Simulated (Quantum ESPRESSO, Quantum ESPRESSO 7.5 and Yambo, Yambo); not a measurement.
**BaAlGeH (P3m1): G0W0 with Yambo, start to end**

Wanted: ground state, empty states, screening and self-energy for BaAlGeH (P3m1).

Calculated with Quantum ESPRESSO 7.5 and Yambo 5.3.0; PBEsol and many-body steps on it, plane waves.

**1. The structure**

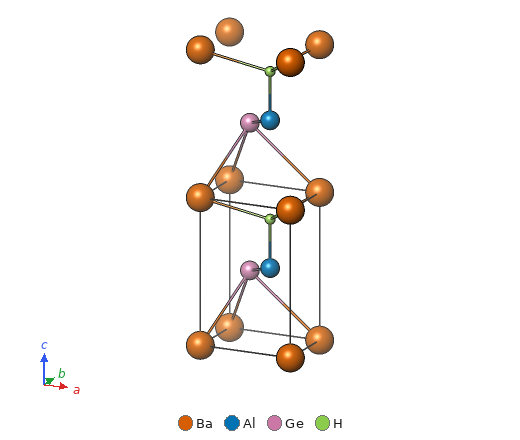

The cell as given, slightly off an axis (barium orange, aluminium blue, germanium pink, hydrogen green). 1×1×2 cells are drawn. Bonds to atoms that aren't drawn are left out. Some periodic images of atoms are drawn too.

The cell and positions come from the Crystallography Open Database and are kept as given unless a step says otherwise. Spin-orbit coupling is left out unless a step names it.

**2. Ground state**

This step: Quantum ESPRESSO 7.5; DFT, PBEsol, plane waves, norm-conserving pseudopotentials.

The ground-state density comes first.

File pw.in:

```
&control
  calculation = 'scf'
  prefix = 'x'
  outdir = 'o'
  pseudo_dir = 'pseudo'
/
&system
  ibrav = 0
  nat = 4
  ntyp = 4
  ecutwfc = 70.0
  nbnd = 20
  force_symmorphic = .true.
/
&electrons
  conv_thr = 1e-10
  electron_maxstep = 80
  mixing_beta = 0.5
/
ATOMIC_SPECIES
  Ba 137.33 Ba.upf
  Al 26.982 Al.upf
  Ge 72.63 Ge.upf
  H 1.008 H.upf
CELL_PARAMETERS angstrom
  4.3448400000 -0.0000000000 0.0000000000
  -2.1724200000 3.7627418154 0.0000000000
  0.0000000000 0.0000000000 5.2160600000
ATOMIC_POSITIONS crystal
  Ba 0.0000000000 0.0000000000 0.0000000000
  Al 0.6666666667 0.3333333333 0.5395000000
  Ge 0.3333333333 0.6666666667 0.4551000000
  H 0.6666666667 0.3333333333 0.8703000000
K_POINTS automatic
  6 6 4 0 0 0
```

The run is started by

```console
$ OMP_NUM_THREADS=1 mpirun -n 4 pw.x -nk 4 -in pw.in > pw.out
```

Output:

```text
Program PWSCF v.7.5 starts

     This program is part of the open-source Quantum ESPRESSO suite
     for quantum simulation of materials; please cite
         "P. Giannozzi et al., J. Phys.:Condens. Matter 21 395502 (2009);
         "P. Giannozzi et al., J. Phys.:Condens. Matter 29 465901 (2017);
         "P. Giannozzi et al., J. Chem. Phys. 152 154105 (2020);
     in publications or presentations arising from this work. More details at
     Message from routine setup:
     using ibrav=0 with symmetry is DISCOURAGED, use correct ibrav instead

     G-vector sticks info

     bravais-lattice index     =            0
     lattice parameter (alat)  =       8.2106  a.u.
     unit-cell volume          =     575.4630 (a.u.)^3
     number of atoms/cell      =            4
     number of atomic types    =            4
     number of electrons       =        28.00
     number of Kohn-Sham states=           20
     kinetic-energy cutoff     =      70.0000  Ry
     charge density cutoff     =     280.0000  Ry
     scf convergence threshold =      1.0E-10
     mixing beta               =       0.5000
     number of iterations used =            8  plain     mixing
     Exchange-correlation= PBESOL
                           (   1   4  10   8   0   0   0)

     celldm(1)=   8.210558  celldm(2)=   0.000000  celldm(3)=   0.000000
     celldm(4)=   0.000000  celldm(5)=   0.000000  celldm(6)=   0.000000

     crystal axes: (cart. coord. in units of alat)
               a(1) = (   1.000000  -0.000000   0.000000 )
               a(2) = (  -0.500000   0.866025   0.000000 )
               a(3) = (   0.000000   0.000000   1.200518 )

     reciprocal axes: (cart. coord. in units 2 pi/alat)
               b(1) = (  1.000000  0.577350 -0.000000 )
               b(2) = (  0.000000  1.154701 -0.000000 )
               b(3) = ( -0.000000 -0.000000  0.832974 )
     Pseudo is Norm-conserving + core correction, Zval = 10.0
     Generated using ONCVPSP code by D. R. Hamann
     Using radial grid of 1936 points,  6 beta functions with:
     Pseudo is Norm-conserving + core correction, Zval =  3.0
     Generated using ONCVPSP code by D. R. Hamann
     Using radial grid of 1876 points,  6 beta functions with:
     Pseudo is Norm-conserving + core correction, Zval = 14.0
     Generated using ONCVPSP code by D. R. Hamann
     Using radial grid of 1560 points,  6 beta functions with:
     Pseudo is Norm-conserving, Zval =  1.0
     Generated using ONCVPSP code by D. R. Hamann
     Using radial grid of 1180 points,  3 beta functions with:
     Ba               10.00   137.33000     Ba( 1.00)
     Al                3.00    26.98200     Al( 1.00)
     Ge               14.00    72.63000     Ge( 1.00)
     H                 1.00     1.00800     H ( 1.00)

      6 Sym. Ops. (no inversion) found

   Cartesian axes

     site n.     atom                  positions (alat units)
         1        Ba     tau(   1) = (   0.0000000   0.0000000   0.0000000  )
         2        Al     tau(   2) = (   0.5000000   0.2886751   0.6476796  )
         3        Ge     tau(   3) = (  -0.0000000   0.5773503   0.5463559  )
         4        H      tau(   4) = (   0.5000000   0.2886751   1.0448111  )

     number of k points=    24
                       cart. coord. in units 2pi/alat
        k(    1) = (   0.0000000   0.0000000   0.0000000), wk =   0.0138889
        k(    2) = (   0.0000000   0.0000000   0.2082434), wk =   0.0277778
        k(    3) = (   0.0000000   0.0000000  -0.4164868), wk =   0.0138889
        k(    4) = (   0.0000000   0.1924501   0.0000000), wk =   0.0833333
        k(    5) = (   0.0000000   0.1924501   0.2082434), wk =   0.0833333
        k(    6) = (   0.0000000   0.1924501  -0.4164868), wk =   0.0833333
        k(    7) = (   0.0000000   0.3849002   0.0000000), wk =   0.0833333
        k(    8) = (   0.0000000   0.3849002   0.2082434), wk =   0.0833333
        k(    9) = (   0.0000000   0.3849002  -0.4164868), wk =   0.0833333
        k(   10) = (   0.0000000  -0.5773503   0.0000000), wk =   0.0416667
     [... 12 further rows ...]
        k(   23) = (   0.0000000  -0.3849002   0.2082434), wk =   0.0833333
        k(   24) = (  -0.1666667  -0.4811252   0.2082434), wk =   0.1666667

     Dense  grid:    45473 G-vectors     FFT dimensions: (  45,  45,  54)

     Initial potential from superposition of free atoms

     starting charge      27.9816, renormalised to      28.0000
     Starting wfcs are   19 randomized atomic wfcs +    1 random wfcs

     per-process dynamical memory:    41.8 Mb

     Self-consistent Calculation

     iteration #  1     ecut=    70.00 Ry     beta= 0.50

     Threshold (ethr) on eigenvalues was too large:
     Diagonalizing with lowered threshold

     total energy              =    -240.52915324 Ry
     estimated scf accuracy    <       0.11693740 Ry

     iteration #  2     ecut=    70.00 Ry     beta= 0.50

     total energy              =    -240.53832669 Ry
     estimated scf accuracy    <       0.00857276 Ry

     iteration #  3     ecut=    70.00 Ry     beta= 0.50

     total energy              =    -240.53942306 Ry
     estimated scf accuracy    <       0.00071750 Ry

     iteration #  4     ecut=    70.00 Ry     beta= 0.50

     total energy              =    -240.53948264 Ry
     estimated scf accuracy    <       0.00011940 Ry

     iteration #  5     ecut=    70.00 Ry     beta= 0.50

     total energy              =    -240.53949226 Ry
     estimated scf accuracy    <       0.00000494 Ry

     iteration #  6     ecut=    70.00 Ry     beta= 0.50

     total energy              =    -240.53949283 Ry
     estimated scf accuracy    <       0.00000044 Ry

     iteration #  7     ecut=    70.00 Ry     beta= 0.50

     total energy              =    -240.53949292 Ry
     estimated scf accuracy    <       0.00000003 Ry

     iteration #  8     ecut=    70.00 Ry     beta= 0.50

     total energy              =    -240.53949293 Ry
     estimated scf accuracy    <          4.0E-09 Ry

     iteration #  9     ecut=    70.00 Ry     beta= 0.50

     total energy              =    -240.53949293 Ry
     estimated scf accuracy    <          1.2E-09 Ry

     iteration # 10     ecut=    70.00 Ry     beta= 0.50

     End of self-consistent calculation

          k = 0.0000 0.0000 0.0000 (  5655 PWs)   bands (ev):

   -19.4255 -15.4970 -15.4970 -15.4343 -15.4343 -15.4241  -4.7918  -4.4193
    -4.4193  -1.3993   3.6047   7.0909   7.4387   7.4387   8.9917  11.1643
    11.1643  12.2191  12.2260  12.2678

          k = 0.0000 0.0000 0.2082 (  5654 PWs)   bands (ev):

   -19.4238 -15.4969 -15.4969 -15.4346 -15.4346 -15.4240  -4.9422  -4.4151
    -4.4151  -1.0046   3.1293   7.4285   7.6050   7.6050   9.1596  10.2602
    10.2602  11.1922  11.1922  11.3278

          k = 0.0000 0.0000-0.4165 (  5678 PWs)   bands (ev):

   -19.4222 -15.4969 -15.4969 -15.4347 -15.4347 -15.4240  -5.0746  -4.4109
    -4.4109  -0.5621   2.6163   7.8155   7.8155   7.8633   9.2088   9.7955
     9.7955  10.5263  10.5263  10.9261

          k = 0.0000 0.1925 0.0000 (  5671 PWs)   bands (ev):

     [... further k-points ...]

     highest occupied, lowest unoccupied level (ev):     7.8633    8.6481

!    total energy              =    -240.53949293 Ry
     estimated scf accuracy    <          9.0E-12 Ry

     The total energy is the sum of the following terms:
     one-electron contribution =    -111.43591565 Ry
     hartree contribution      =      70.38939903 Ry
     xc contribution           =     -59.33903863 Ry
     ewald contribution        =    -140.15393767 Ry

     convergence has been achieved in  10 iterations

     XML data file, charge density, pseudopotentials, collected wavefunctions

=------------------------------------------------------------------------------=
   JOB DONE.
=------------------------------------------------------------------------------=
```

Wall time 15 s (4 MPI ranks of Arm Neoverse V1, shared host); peak memory 0.35 GiB; 58 s of CPU time.

This step gave:

| Property | Result |
| --- | --- |
| total energy | -3272.7065 eV |
| gap | 0.7847 eV |
| k of the valence top | 0, 0, -0.5 |
| k of the conduction bottom | 0, -0.5, 0 |
| least direct gap | 1.301 eV |

The gap is indirect, with the least direct gap 0.52 eV higher.

**3. Bands along the symmetry lines**

The cheap functional maps the bands first; the places of the edges decide which points the dearer methods must see.

File pw.in:

```
&control
  calculation = 'bands'
  prefix = 'x'
  outdir = 'o'
  pseudo_dir = 'pseudo'
/
&system
  ibrav = 0
  nat = 4
  ntyp = 4
  ecutwfc = 70.0
  nbnd = 20
  force_symmorphic = .true.
/
&electrons
  conv_thr = 1e-9
  electron_maxstep = 80
  diago_full_acc = .true.
  diago_thr_init = 5e-6
/
ATOMIC_SPECIES
  Ba 137.33 Ba.upf
  Al 26.982 Al.upf
  Ge 72.63 Ge.upf
  H 1.008 H.upf
CELL_PARAMETERS angstrom
  4.3448400000 -0.0000000000 0.0000000000
  -2.1724200000 3.7627418154 0.0000000000
  0.0000000000 0.0000000000 5.2160600000
ATOMIC_POSITIONS crystal
  Ba 0.0000000000 0.0000000000 0.0000000000
  Al 0.6666666667 0.3333333333 0.5395000000
  Ge 0.3333333333 0.6666666667 0.4551000000
  H 0.6666666667 0.3333333333 0.8703000000
K_POINTS crystal
  75
  0.00000000 0.00000000 0.00000000 1
  0.06250000 0.00000000 0.00000000 1
  0.12500000 0.00000000 0.00000000 1
  0.18750000 0.00000000 0.00000000 1
  0.25000000 0.00000000 0.00000000 1
  0.31250000 0.00000000 0.00000000 1
  0.37500000 0.00000000 0.00000000 1
  0.43750000 0.00000000 0.00000000 1
  0.50000000 0.00000000 0.00000000 1
  0.47916667 0.04166667 0.00000000 1
  0.45833333 0.08333333 0.00000000 1
  0.43750000 0.12500000 0.00000000 1
  0.41666666 0.16666666 0.00000000 1
  0.39583333 0.20833333 0.00000000 1
  0.37500000 0.25000000 0.00000000 1
  0.35416666 0.29166666 0.00000000 1
  0.33333333 0.33333333 0.00000000 1
  0.29166666 0.29166666 0.00000000 1
  0.25000000 0.25000000 0.00000000 1
  0.20833333 0.20833333 0.00000000 1
  0.16666666 0.16666666 0.00000000 1
  0.12500000 0.12500000 0.00000000 1
  0.08333333 0.08333333 0.00000000 1
  0.04166667 0.04166667 0.00000000 1
  0.00000000 0.00000000 0.00000000 1
  0.00000000 0.00000000 0.06250000 1
  0.00000000 0.00000000 0.12500000 1
  0.00000000 0.00000000 0.18750000 1
  0.00000000 0.00000000 0.25000000 1
  0.00000000 0.00000000 0.31250000 1
  0.00000000 0.00000000 0.37500000 1
  0.00000000 0.00000000 0.43750000 1
  0.00000000 0.00000000 0.50000000 1
  0.06250000 0.00000000 0.50000000 1
  0.12500000 0.00000000 0.50000000 1
  0.18750000 0.00000000 0.50000000 1
  0.25000000 0.00000000 0.50000000 1
  0.31250000 0.00000000 0.50000000 1
  0.37500000 0.00000000 0.50000000 1
  0.43750000 0.00000000 0.50000000 1
  0.50000000 0.00000000 0.50000000 1
  0.47916667 0.04166667 0.50000000 1
  0.45833333 0.08333333 0.50000000 1
  0.43750000 0.12500000 0.50000000 1
  0.41666666 0.16666666 0.50000000 1
  0.39583333 0.20833333 0.50000000 1
  0.37500000 0.25000000 0.50000000 1
  0.35416666 0.29166666 0.50000000 1
  0.33333333 0.33333333 0.50000000 1
  0.29166666 0.29166666 0.50000000 1
  0.25000000 0.25000000 0.50000000 1
  0.20833333 0.20833333 0.50000000 1
  0.16666666 0.16666666 0.50000000 1
  0.12500000 0.12500000 0.50000000 1
  0.08333333 0.08333333 0.50000000 1
  0.04166667 0.04166667 0.50000000 1
  0.00000000 0.00000000 0.50000000 1
  0.50000000 0.00000000 0.50000000 1
  0.50000000 0.00000000 0.43750000 1
  0.50000000 0.00000000 0.37500000 1
  0.50000000 0.00000000 0.31250000 1
  0.50000000 0.00000000 0.25000000 1
  0.50000000 0.00000000 0.18750000 1
  0.50000000 0.00000000 0.12500000 1
  0.50000000 0.00000000 0.06250000 1
  0.50000000 0.00000000 0.00000000 1
  0.33333333 0.33333333 0.50000000 1
  0.33333333 0.33333333 0.43750000 1
  0.33333333 0.33333333 0.37500000 1
  0.33333333 0.33333333 0.31250000 1
  0.33333333 0.33333333 0.25000000 1
  0.33333333 0.33333333 0.18750000 1
  0.33333333 0.33333333 0.12500000 1
  0.33333333 0.33333333 0.06250000 1
  0.33333333 0.33333333 0.00000000 1
```

Output:

```text
[banner, memory and clock lines left out]
Program PWSCF v.7.5 starts

     Atomic positions and unit cell read from directory:
     o/x.save/

     Message from routine setup:
     using ibrav=0 with symmetry is DISCOURAGED, use correct ibrav instead

     G-vector sticks info

     bravais-lattice index     =            0
     lattice parameter (alat)  =       8.2106  a.u.
     unit-cell volume          =     575.4630 (a.u.)^3
     number of atoms/cell      =            4
     number of atomic types    =            4
     number of electrons       =        28.00
     number of Kohn-Sham states=           20
     kinetic-energy cutoff     =      70.0000  Ry
     charge density cutoff     =     280.0000  Ry
     Exchange-correlation= PBESOL
                           (   1   4  10   8   0   0   0)

     celldm(1)=   8.210558  celldm(2)=   0.000000  celldm(3)=   0.000000
     celldm(4)=   0.000000  celldm(5)=   0.000000  celldm(6)=   0.000000

     crystal axes: (cart. coord. in units of alat)
               a(1) = (   1.000000  -0.000000   0.000000 )
               a(2) = (  -0.500000   0.866025   0.000000 )
               a(3) = (   0.000000   0.000000   1.200518 )

     reciprocal axes: (cart. coord. in units 2 pi/alat)
               b(1) = (  1.000000  0.577350 -0.000000 )
               b(2) = (  0.000000  1.154701 -0.000000 )
               b(3) = ( -0.000000 -0.000000  0.832974 )
     Pseudo is Norm-conserving + core correction, Zval = 10.0
     Generated using ONCVPSP code by D. R. Hamann
     Using radial grid of 1936 points,  6 beta functions with:
     Pseudo is Norm-conserving + core correction, Zval =  3.0
     Generated using ONCVPSP code by D. R. Hamann
     Using radial grid of 1876 points,  6 beta functions with:
     Pseudo is Norm-conserving + core correction, Zval = 14.0
     Generated using ONCVPSP code by D. R. Hamann
     Using radial grid of 1560 points,  6 beta functions with:
     Pseudo is Norm-conserving, Zval =  1.0
     Generated using ONCVPSP code by D. R. Hamann
     Using radial grid of 1180 points,  3 beta functions with:
     Ba               10.00   137.33000     Ba( 1.00)
     Al                3.00    26.98200     Al( 1.00)
     Ge               14.00    72.63000     Ge( 1.00)
     H                 1.00     1.00800     H ( 1.00)

      6 Sym. Ops. (no inversion) found

   Cartesian axes

     site n.     atom                  positions (alat units)
         1        Ba     tau(   1) = (   0.0000000   0.0000000   0.0000000  )
         2        Al     tau(   2) = (   0.5000000   0.2886751   0.6476796  )
         3        Ge     tau(   3) = (  -0.0000000   0.5773503   0.5463559  )
         4        H      tau(   4) = (   0.5000000   0.2886751   1.0448111  )

     number of k points=    75
                       cart. coord. in units 2pi/alat
        k(    1) = (   0.0000000   0.0000000   0.0000000), wk =   0.0266667
        k(    2) = (   0.0625000   0.0360844   0.0000000), wk =   0.0266667
        k(    3) = (   0.1250000   0.0721688   0.0000000), wk =   0.0266667
[...]
[... 63 further rows ...]
        k(   74) = (   0.3333333   0.5773503   0.0520608), wk =   0.0266667
        k(   75) = (   0.3333333   0.5773503   0.0000000), wk =   0.0266667

     Dense  grid:    45473 G-vectors     FFT dimensions: (  45,  45,  54)

     The potential is recalculated from file :
     o/x.save/charge-density

     Starting wfcs are   19 randomized atomic wfcs +    1 random wfcs

     Band Structure Calculation

     End of band structure calculation

          k = 0.0000 0.0000 0.0000 (  5655 PWs)   bands (ev):

   -19.4255 -15.4969 -15.4969 -15.4343 -15.4343 -15.4240  -4.7918  -4.4193
    -4.4193  -1.3993   3.6047   7.0909   7.4387   7.4387   8.9917  11.1643
    11.1643  12.2192  12.2199  12.2679

          k = 0.0625 0.0361 0.0000 (  5635 PWs)   bands (ev):

   -19.4237 -15.4968 -15.4967 -15.4343 -15.4343 -15.4239  -4.7866  -4.4523
[...]
11.1529  11.8996  12.1879  12.2120

          k = 0.1250 0.0722 0.0000 (  5661 PWs)   bands (ev):

[...]
11.1721  11.4787  11.9818  12.0512

[...]
k = 0.3333 0.5774 0.0521 (  5679 PWs)   bands (ev):

[...]
11.8368  13.4750  13.5394  13.8502

          k = 0.3333 0.5774 0.0000 (  5697 PWs)   bands (ev):

   -19.3721 -15.4958 -15.4947 -15.4354 -15.4354 -15.4221  -4.9633  -4.8502
    -4.6273   0.5228   2.2759   4.7553   5.2470   7.1388   9.1297  10.7389
    11.8155  13.6113  13.7522  13.9304

     XML data file, pseudopotentials, collected wavefunctions
```

Wall time 15 s (4 MPI ranks); peak memory 0.28 GiB.

Numbers from this step:

| Item | Value |
| --- | --- |
| gap | 0.7439 eV |
| k of the valence top | 0.0625, 0, 0.5 |
| k of the conduction bottom | 0.5, 0, 0.125 |
| least direct gap | 1.296 eV |

The gap is 0.744 eV, −0.041 eV from the run before at this level.

The electronic bands at the labelled points (eV, zero at the top of the highest filled band):

```tsv
point	band 11	band 12	band 13	band 14	band 15	band 16	band 17	band 18
Γ	-4.27	-0.79	-0.44	-0.44	1.12	3.29	3.29	4.34
M	-5.83	-3.06	-1.11	-0.53	0.77	2.35	3.05	3.51
K	-5.60	-3.12	-2.63	-0.74	1.25	2.86	3.94	5.74
Γ	-4.27	-0.79	-0.44	-0.44	1.12	3.29	3.29	4.34
A	-5.26	-0.06	-0.06	-0.01	1.33	1.92	1.92	2.65
L	-5.35	-3.26	-1.62	-0.81	1.66	3.49	4.12	5.35
H	-5.84	-2.99	-2.24	-0.46	3.13	3.66	4.58	4.97
A	-5.26	-0.06	-0.06	-0.01	1.33	1.92	1.92	2.65
jump to L	-5.35	-3.26	-1.62	-0.81	1.66	3.49	4.12	5.35
M	-5.83	-3.06	-1.11	-0.53	0.77	2.35	3.05	3.51
jump to H	-5.84	-2.99	-2.24	-0.46	3.13	3.66	4.58	4.97
K	-5.60	-3.12	-2.63	-0.74	1.25	2.86	3.94	5.74
```

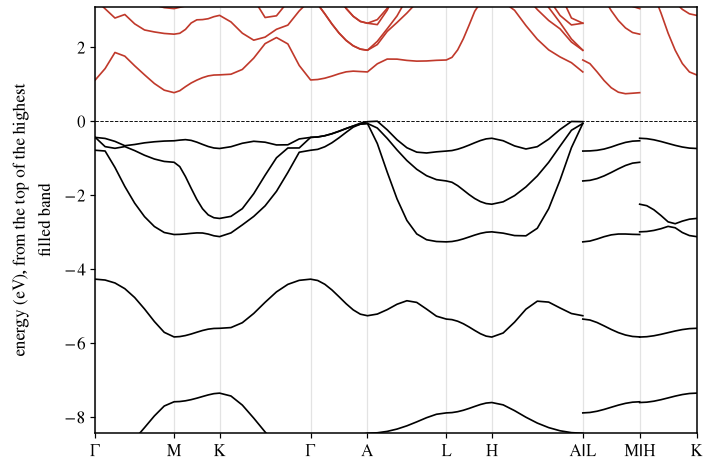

Electronic bands along the path; lines of filled and empty bands in two colours.

(Continued in part 2 of 3.)

[Paths, hosts, dates, memory and timing lines, banners, echoed tables and standing remarks are left out of the program output.]

[Logs are printed without paths, hosts, clocks, repeated set-up lines and the standing remarks that a program may print on its own settings, such as how far it seeks lower states.]

[Runs of the session that timed out or met a known fault of the program may be left out.]

[Hosts, paths, dates, database ids (printed as entryN), source tags and the programs' standing remarks are cut or masked in the printed files.]
